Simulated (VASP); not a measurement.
Band structure of C (graphite). All values below come from PBE GGA with D3 dispersion (Becke-Johnson damping), VASP's PBE PAW potentials (set 64) (plane waves; VASP).

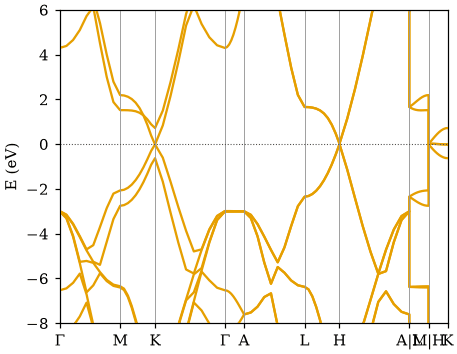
Fig. 1. Bands along high-symmetry lines, zero at the valence-band maximum or, without a gap, the Fermi level

**Question.** Read the plot: is there a gap, and where are the band edges?

**Answer.** It has no gap at this level: it comes out as a metal or semimetal. (Edges off the drawn lines would not show.)

The compound is C in the graphite structure. It was relaxed first.
